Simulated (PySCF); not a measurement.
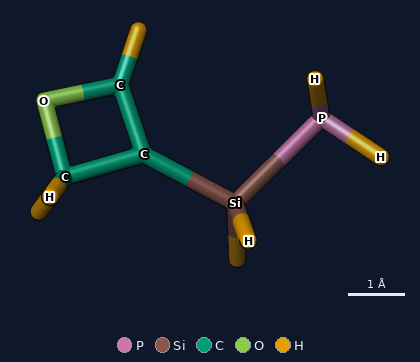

Fig. 1: The structure as given in the input (stick view, seen on its broad side).

## Geometry relaxation, with input and output: C3H7OPSi

System: C3H7OPSi.
Method: PBE0-D3(BJ)/def2-SVP geometry optimisation, gas phase (PySCF 2.14.0).

**The program's output**
```
step   0  E = -823.72210566  max force = 0.055625
step   1  E = -823.73057055  max force = 0.012244
step   2  E = -823.73106491  max force = 0.003863
step   3  E = -823.73118505  max force = 0.001430
step   4  E = -823.73123376  max force = 0.000741
step   5  E = -823.73132391  max force = 0.001511
step   6  E = -823.73139717  max force = 0.002377
step   7  E = -823.73146163  max force = 0.001763
step   8  E = -823.73149455  max force = 0.001056
step   9  E = -823.73150862  max force = 0.000707
step  10  E = -823.73151688  max force = 0.000580
step  11  E = -823.73152716  max force = 0.000889
step  12  E = -823.73153378  max force = 0.000750
step  13  E = -823.73153793  max force = 0.000306
optimisation converged
```

**Trajectory as extended XYZ (Å, eV, eV/Å), 8 of the 14 frames kept, from step=0 to step=13**
```
13
Properties=species:S:1:pos:R:3:forces:R:3 step=0 energy=-22414.62019
P     2.6180    0.3709   -0.6147   -0.8838   0.4626  -1.3947
Si    0.9542   -0.8807    0.2290   -0.4964   0.9730   0.2379
C    -0.6492    0.0112   -0.1388    1.9871  -1.4584   0.6345
C    -0.9952    1.1641   -0.7089   -2.8603  -1.4543   0.7742
O    -2.3819    0.9870   -0.5667    0.3608   1.1275  -0.3532
C    -2.1026   -0.2661    0.0792    0.1972   0.2724  -0.4637
H     2.4623    1.4181    0.3005   -0.1715   0.5100   0.4163
H     3.6216   -0.1940    0.1101    1.1890  -0.8149   0.8438
H     1.0057   -2.1666   -0.4379    0.0128  -0.8293  -0.3943
H     1.0718   -1.1122    1.6893    0.0426  -0.0880   0.2650
H    -0.6056    2.0245   -1.1626    0.7464   1.4146  -0.7745
H    -2.4449   -0.2817    1.1182   -0.1239   0.0522   0.2179
H    -2.5485   -1.0913   -0.4909    0.0001  -0.1675  -0.0094
13
Properties=species:S:1:pos:R:3:forces:R:3 step=2 energy=-22414.86398
P     2.5798    0.3887   -0.7619    0.0430   0.0074   0.0446
Si    0.9624   -0.9117    0.1507   -0.0125  -0.0171   0.0161
C    -0.6341   -0.0337   -0.1210    0.0829  -0.0006   0.1162
C    -1.0486    1.0877   -0.7529   -0.0905  -0.0354   0.0023
O    -2.3766    1.0416   -0.4659   -0.0555   0.1678   0.0497
C    -2.0914   -0.1746    0.2726    0.0450  -0.1067  -0.1987
H     2.4035    1.4191    0.2141    0.0105  -0.0090   0.0031
H     3.6396   -0.2393   -0.0329   -0.0384   0.0128  -0.0478
H     0.9965   -2.2408   -0.5385    0.0068   0.0063  -0.0037
H     1.1683   -1.1766    1.6105    0.0139   0.0100   0.0025
H    -0.6303    1.9076   -1.3469   -0.0117  -0.0740   0.0001
H    -2.3441   -0.0612    1.3380    0.0252   0.0452  -0.0101
H    -2.6376   -1.0236   -0.1669   -0.0186  -0.0067   0.0257
13
Properties=species:S:1:pos:R:3:forces:R:3 step=4 energy=-22414.86858
P     2.5719    0.4113   -0.7517   -0.0381   0.0301  -0.0064
Si    0.9642   -0.9060    0.1575   -0.0003  -0.0093  -0.0155
C    -0.6379   -0.0373   -0.1118   -0.0058   0.0116   0.0080
C    -1.0532    1.0782   -0.7542   -0.0038  -0.0351  -0.0015
O    -2.3801    1.0449   -0.4657   -0.0049  -0.0047  -0.0207
C    -2.0981   -0.1773    0.2686    0.0048   0.0055   0.0220
H     2.4214    1.4169    0.2530    0.0127  -0.0004   0.0123
H     3.6396   -0.2413   -0.0652    0.0211  -0.0221   0.0001
H     1.0069   -2.2281   -0.5437    0.0114  -0.0075   0.0028
H     1.1833   -1.1770    1.6141   -0.0066   0.0082   0.0018
H    -0.6306    1.8785   -1.3677    0.0107   0.0258  -0.0035
H    -2.3507   -0.0552    1.3330   -0.0049  -0.0012   0.0034
H    -2.6497   -1.0243   -0.1673    0.0036  -0.0008  -0.0029
13
Properties=species:S:1:pos:R:3:forces:R:3 step=6 energy=-22414.87303
P     2.5391    0.5013   -0.7078    0.0508  -0.0030   0.0591
Si    0.9660   -0.8781    0.1705    0.0180   0.0024  -0.0211
C    -0.6521   -0.0388   -0.1001    0.1012  -0.0477   0.0243
C    -1.0728    1.0514   -0.7810    0.0310  -0.0057  -0.0383
O    -2.4022    1.0030   -0.5096   -0.0803   0.0040   0.0177
C    -2.1125   -0.1931    0.2699    0.0127   0.1222  -0.0198
H     2.5097    1.3983    0.4077    0.0025  -0.0482  -0.0318
H     3.6393   -0.2567   -0.1910   -0.0630   0.0420  -0.0319
H     1.0513   -2.1870   -0.5564    0.0084   0.0307   0.0204
H     1.1946   -1.1629    1.6227   -0.0263  -0.0095   0.0017
H    -0.6471    1.8428   -1.4109   -0.0674  -0.0797   0.0694
H    -2.3793   -0.0343    1.3274    0.0088  -0.0196  -0.0444
H    -2.6471   -1.0628   -0.1421    0.0035   0.0120  -0.0053
13
Properties=species:S:1:pos:R:3:forces:R:3 step=7 energy=-22414.87478
P     2.5206    0.5628   -0.6713    0.0571  -0.0199   0.0469
Si    0.9701   -0.8583    0.1790    0.0162   0.0116  -0.0053
C    -0.6581   -0.0400   -0.0928    0.0639  -0.0324   0.0078
C    -1.0873    1.0309   -0.7988    0.0333   0.0225  -0.0526
O    -2.4182    0.9745   -0.5367   -0.0329  -0.0153   0.0475
C    -2.1194   -0.2013    0.2703   -0.0098   0.0906  -0.0245
H     2.5707    1.3722    0.5074   -0.0038  -0.0320  -0.0291
H     3.6307   -0.2514   -0.2765   -0.0552   0.0460  -0.0191
H     1.0867   -2.1544   -0.5656    0.0013   0.0253   0.0136
H     1.1938   -1.1582    1.6287   -0.0237  -0.0133   0.0005
H    -0.6655    1.8145   -1.4399   -0.0542  -0.0683   0.0510
H    -2.3953   -0.0230    1.3220    0.0079  -0.0193  -0.0336
H    -2.6418   -1.0851   -0.1268   -0.0001   0.0046  -0.0031
13
Properties=species:S:1:pos:R:3:forces:R:3 step=9 energy=-22414.87606
P     2.5232    0.5960   -0.6398   -0.0111  -0.0013  -0.0027
Si    0.9745   -0.8453    0.1771    0.0035   0.0106   0.0152
C    -0.6574   -0.0378   -0.0991   -0.0091  -0.0094  -0.0364
C    -1.1009    1.0201   -0.8164   -0.0124  -0.0004   0.0149
O    -2.4299    0.9592   -0.5420    0.0135  -0.0058   0.0000
C    -2.1170   -0.2054    0.2703   -0.0010   0.0046   0.0155
H     2.5985    1.3547    0.5675   -0.0013   0.0099   0.0084
H     3.6314   -0.2373   -0.2983    0.0101  -0.0071   0.0044
H     1.1099   -2.1306   -0.5793    0.0030  -0.0025  -0.0101
H     1.1724   -1.1646    1.6264   -0.0022  -0.0044  -0.0001
H    -0.6947    1.7972   -1.4695    0.0099   0.0116  -0.0143
H    -2.3903   -0.0265    1.3213   -0.0030  -0.0032   0.0084
H    -2.6326   -1.0965   -0.1193    0.0002  -0.0026  -0.0032
13
Properties=species:S:1:pos:R:3:forces:R:3 step=11 energy=-22414.87656
P     2.5343    0.6122   -0.6036   -0.0144   0.0109  -0.0105
Si    0.9776   -0.8458    0.1620   -0.0097  -0.0040   0.0106
C    -0.6544   -0.0412   -0.1226   -0.0304  -0.0011  -0.0084
C    -1.1092    1.0135   -0.8373   -0.0074  -0.0039   0.0027
O    -2.4339    0.9535   -0.5418    0.0095   0.0204  -0.0191
C    -2.1089   -0.2062    0.2696    0.0114  -0.0457   0.0268
H     2.5755    1.3617    0.6111   -0.0002   0.0070   0.0083
H     3.6410   -0.2157   -0.2455    0.0156  -0.0106   0.0080
H     1.1323   -2.1171   -0.6142    0.0038  -0.0006  -0.0086
H     1.1434   -1.1915    1.6095    0.0071   0.0000  -0.0026
H    -0.7150    1.7865   -1.5026    0.0160   0.0176  -0.0087
H    -2.3673   -0.0271    1.3245    0.0008   0.0080   0.0033
H    -2.6284   -1.0996   -0.1100   -0.0022   0.0021  -0.0017
13
Properties=species:S:1:pos:R:3:forces:R:3 step=13 energy=-22414.87685
P     2.5344    0.6274   -0.5703    0.0041   0.0031   0.0004
Si    0.9791   -0.8551    0.1487   -0.0034  -0.0061  -0.0032
C    -0.6536   -0.0535   -0.1415   -0.0090   0.0028   0.0157
C    -1.1058    1.0037   -0.8541    0.0110  -0.0003  -0.0116
O    -2.4281    0.9543   -0.5478   -0.0063   0.0093  -0.0038
C    -2.1049   -0.2059    0.2662    0.0057  -0.0133   0.0002
H     2.5333    1.3738    0.6478   -0.0008  -0.0032  -0.0012
H     3.6452   -0.1857   -0.1872   -0.0028   0.0031   0.0004
H     1.1564   -2.1099   -0.6501    0.0001   0.0025   0.0007
H     1.1275   -1.2253    1.5918    0.0023  -0.0014  -0.0012
H    -0.7091    1.7734   -1.5231   -0.0022  -0.0020   0.0085
H    -2.3507   -0.0183    1.3228    0.0024   0.0029  -0.0047
H    -2.6368   -1.0958   -0.1042   -0.0011   0.0025  -0.0002
```

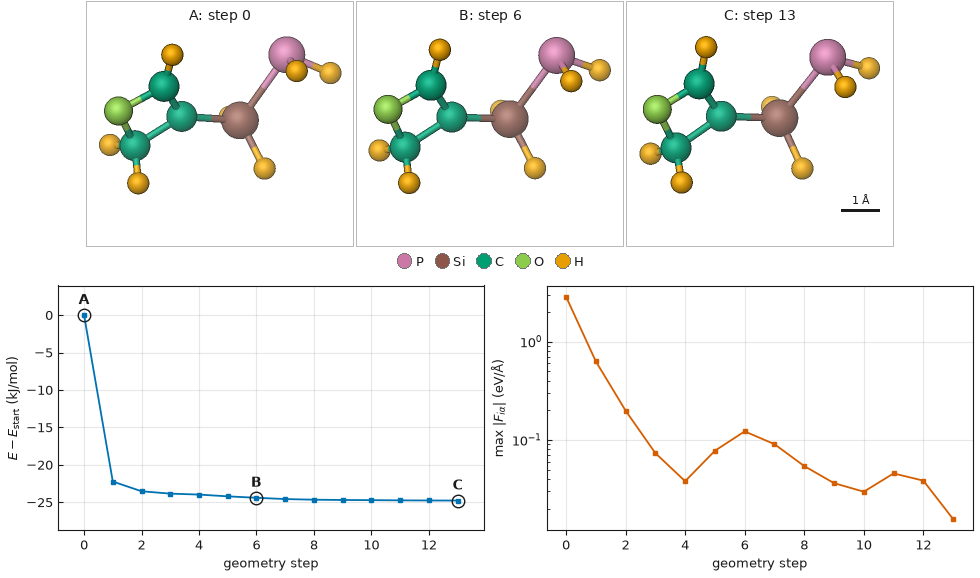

Fig. 2: Frames of the relaxation (ball-and-stick view, seen at a tilt) above the curves, on which the letters mark them (steps are counted from 0).

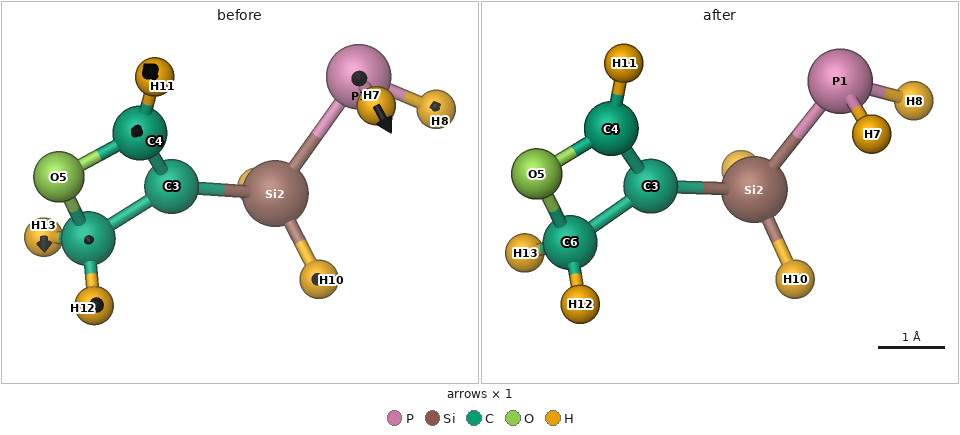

Fig. 3: Before (left) and after (right) the relaxation, at one scale (ball-and-stick view, seen at a tilt). The black arrows give the displacements, at true length. H7 moves most after the best rigid fit: 0.50 Å. Largest moves by element: H 0.50 Å, P 0.30 Å, C 0.22 Å, Si 0.06 Å, O 0.06 Å. Among the contacts that change: P1–H8 1.361 → 1.429 Å, Si2–H9 1.449 → 1.498 Å, C4–O5 1.405 → 1.358 Å, C4–H11 1.048 → 1.094 Å. Among the angles that change: C3–C4–H11 143.1° → 138.6°, C3–C4–O5 96.0° → 100.3°, C4–C3–C6 88.3° → 84.3°. After 13 geometry steps the energy has fallen by 24.8 kJ/mol. The largest force component goes from 2.9 to 0.016 eV/Å. (Atoms are counted from 1 in the order of the input.)

This output came from the following input.

**The input**
```
{"job": {"xc": "PBE0", "basis": "def2-SVP", "d3": "d3bj", "grid": 1, "shake": 0.01, "kind": "geom"}, "charge": 0, "multiplicity": 1}
P      2.618010     0.370880    -0.614650
Si     0.954220    -0.880690     0.229010
C     -0.649230     0.011160    -0.138820
C     -0.995200     1.164140    -0.708900
O     -2.381890     0.986970    -0.566700
C     -2.102590    -0.266080     0.079240
H      2.462320     1.418070     0.300460
H      3.621590    -0.194020     0.110140
H      1.005750    -2.166600    -0.437910
H      1.071810    -1.112210     1.689290
H     -0.605580     2.024460    -1.162590
H     -2.444940    -0.281690     1.118220
H     -2.548460    -1.091290    -0.490860
```

The first line tells a small driver script what to run in PySCF; the rest is the geometry in Å.

Command:
```bash
OMP_NUM_THREADS=1 python <driver script> task.json out
```

**Results in brief**

```csv
quantity,value
outcome,converged
total energy,−823.731538 hartree
dipole moment,1.17 D
point group,C1
hardware,"1 CPU thread, shared host"
wall time,98 s
peak memory,0.53 GiB
```
